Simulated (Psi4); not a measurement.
**UCCSD/6-31G(d) (spherical functions, sweep point 3) run of SiH3Se (SMILES [SiH2][SeH])**

Aim: the vertical electron affinity of SiH3Se at UCCSD/6-31G* (spherical functions, sweep point 3), from 2 runs. 

Program for the calculation: Psi4 1.11.

## 1. The system as given

SiH3Se has 5 atoms, charge 0, and is taken as a doublet. SMILES: `[SiH2][SeH]`. Geometry: relaxed at PBE0-D4/def2-TZVP. This is one conformer, not always the lowest.

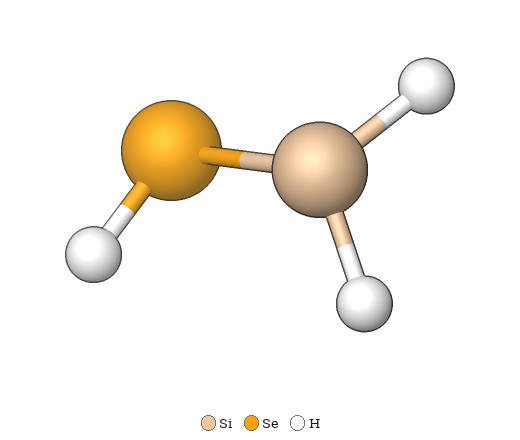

The structure, seen from a chosen angle (silicon light orange, selenium orange, hydrogen white).

## 2. The energy at UCCSD/6-31G(d) (spherical functions, sweep point 3)

Contents of input.dat:

```
memory 1.6 GB

molecule m {
  0 2
  Si     0.060900    -0.791800     0.205800
  Se     0.776600     1.182400    -0.661900
  H     -1.304300    -0.656200     0.791600
  H      0.034200    -1.731400    -0.948800
  H      0.482600     1.923300     0.572000
  symmetry c1
}

set {
  basis           6-31G*
  reference       uhf
  puream          true
  scf_type        pk
  num_frozen_docc 14
  maxiter         150
}

energy("ccsd")
```

Command:

```sh
$ psi4 input.dat output.dat -n 1
```

output.dat:

```text
[...]
  Running in c1 symmetry.
[...]
  Nuclear repulsion =  147.937373273399146
[...]
  Multiplicity = 2
[...]
  Nalpha       = 26
  Nbeta        = 25
[...]
    Number of basis functions: 56
[...]
   @UHF iter   1: -2689.67696116813886   -2.81019e+00   2.97525e-02 DIIS/ADIIS
[...]
   @UHF iter  14: -2690.17749447838651   -7.27596e-12   9.89971e-09 DIIS
[...]
   @S^2 Observed:                7.554728419E-01
[...]
    Orbital Energies [Eh]
    ---------------------
    Alpha Occupied:
       1A   -460.832799     2A    -68.796028     3A    -60.671474
       4A    -54.275475     5A    -54.275155     6A    -54.274317
       7A     -8.921986     8A     -6.656118     9A     -6.653393
      10A     -6.648276    11A     -6.158985    12A     -4.269441
      13A     -4.261142    14A     -4.260445    15A     -2.624011
      16A     -2.622096    17A     -2.616685    18A     -2.613581
      19A     -2.612843    20A     -0.931414    21A     -0.710331
      22A     -0.537646    23A     -0.489814    24A     -0.449920
      25A     -0.390605    26A     -0.316060
    Alpha Virtual:
[...]
  @UHF Final Energy: -2690.17749447838651
   => Energetics <=
    Nuclear Repulsion Energy =            147.9373732733991460
    One-Electron Energy =               -4040.9795158884480770
    Two-Electron Energy =                1202.8646481366622538
    Total Energy =                      -2690.1774944783865067
  UHF NO Occupations:
  HONO-2 :   24  A 1.9995587
  HONO-1 :   25  A 1.9980033
[...]
 Multipole Moments:
 ------------------------------------------------------------------------------------
     Multipole            Electronic (a.u.)      Nuclear  (a.u.)        Total (a.u.)
 ------------------------------------------------------------------------------------
 L = 1.  Multiply by 2.5417464519 to convert [e a0] to [Debye]
 Dipole X            :          4.5463655           -4.6975780           -0.1512125
 Dipole Y            :          8.0580129           -8.3062350           -0.2482221
 Dipole Z            :         -3.8461486            4.2970596            0.4509110
 Magnitude           :                                                    0.5364701
[...]
      * MP2 total energy                      = -2690.498497040958227
[...]
      * CCSD total energy                     = -2690.519727133244032
[...]
```

It took 14 s on 1 thread of Intel Xeon Platinum 8488C (Sapphire Rapids), shared host; peak memory 0.23 GiB.

## 3. The singlet anion at the same level

Contents of h3sesi.inp:

```
memory 1.6 GB

molecule {
  -1 1
  Si     0.060900    -0.791800     0.205800
  Se     0.776600     1.182400    -0.661900
  H     -1.304300    -0.656200     0.791600
  H      0.034200    -1.731400    -0.948800
  H      0.482600     1.923300     0.572000
  symmetry c1
}

set basis 6-31G*
set reference rhf
set puream true
set scf_type pk
set num_frozen_docc 14

result, w = energy('ccsd', return_wfn=True)
print_variables()
```

Command:

```sh
$ psi4 h3sesi.inp h3sesi.out -n 1
```

h3sesi.out:

```text
[...]
  Running in c1 symmetry.
[...]
  Nuclear repulsion =  147.937373273399146
[...]
  Multiplicity = 1
[...]
  Nalpha       = 26
  Nbeta        = 26
[...]
    Number of basis functions: 56
[...]
   @RHF iter   1: -2689.64492719236432   -2.77815e+00   2.99271e-02 DIIS/ADIIS
[...]
   @RHF iter  12: -2690.17270910179741   -4.54747e-12   4.27494e-09 DIIS
[...]
    Orbital Energies [Eh]
    ---------------------
    Doubly Occupied:
       1A   -460.631799     2A    -68.525778     3A    -60.470558
       4A    -54.074820     5A    -54.073940     6A    -54.073436
       7A     -8.720611     8A     -6.455914     9A     -6.451296
      10A     -6.446870    11A     -5.887438    12A     -3.992377
      13A     -3.991473    14A     -3.989890    15A     -2.423502
      16A     -2.420940    17A     -2.416539    18A     -2.411717
      19A     -2.411281    20A     -0.725243    21A     -0.460444
      22A     -0.332388    23A     -0.265486    24A     -0.231603
      25A     -0.176013    26A     -0.026490
[...]
  @RHF Final Energy: -2690.17270910179741
   => Energetics <=
    Nuclear Repulsion Energy =            147.9373732733991460
    One-Electron Energy =               -4052.0444719784968584
    Two-Electron Energy =                1213.9343896033003602
    Total Energy =                      -2690.1727091017974089
[...]
 Multipole Moments:
 ------------------------------------------------------------------------------------
     Multipole            Electronic (a.u.)      Nuclear  (a.u.)        Total (a.u.)
 ------------------------------------------------------------------------------------
 L = 1.  Multiply by 2.5417464519 to convert [e a0] to [Debye]
 Dipole X            :          4.9110328           -4.6975780            0.2134547
 Dipole Y            :         10.1575616           -8.3062350            1.8513266
 Dipole Z            :         -5.1939182            4.2970596           -0.8968587
 Magnitude           :                                                    2.0681704
[...]
      * MP2 total energy                      = -2690.511456117964372
[...]
      * CCSD total energy                     = -2690.533911555717623
[...]
```

Wall time 8.7 s (1 thread of Intel Xeon Platinum 8488C (Sapphire Rapids), shared host); peak memory 0.23 GiB.

## 4. Results

At UCCSD/6-31G* (spherical functions, sweep point 3), 14 core orbitals frozen:

```
                                                                  quantity           value
                                              doublet SiH3Se: total energy  -2690.51973 Eh
doublet SiH3Se: HOMO energy (Hartree–Fock orbitals) (highest over α and β)        -8.60 eV
 doublet SiH3Se: LUMO energy (Hartree–Fock orbitals) (lowest over α and β)         0.90 eV
              doublet SiH3Se: correlation energy (14 core orbitals frozen)      -342.2 mEh
                         doublet SiH3Se: ⟨S²⟩ of the reference determinant           0.755
                                             doublet SiH3Se: T1 diagnostic           0.018
                                               singlet anion: total energy  -2690.53391 Eh
                        singlet anion: HOMO energy (Hartree–Fock orbitals)        -0.72 eV
                        singlet anion: LUMO energy (Hartree–Fock orbitals)         8.67 eV
      singlet anion: HOMO–LUMO gap (to an unbound level, set by the basis)         9.39 eV
               singlet anion: correlation energy (14 core orbitals frozen)      -361.2 mEh
                                              singlet anion: T1 diagnostic           0.009
                         vertical electron affinity (to the singlet anion)        0.386 eV
```

In words: At fixed nuclei the extra electron is bound by 0.39 eV (37.2 kJ/mol). The basis has no diffuse functions, so the error can be as large as this value.
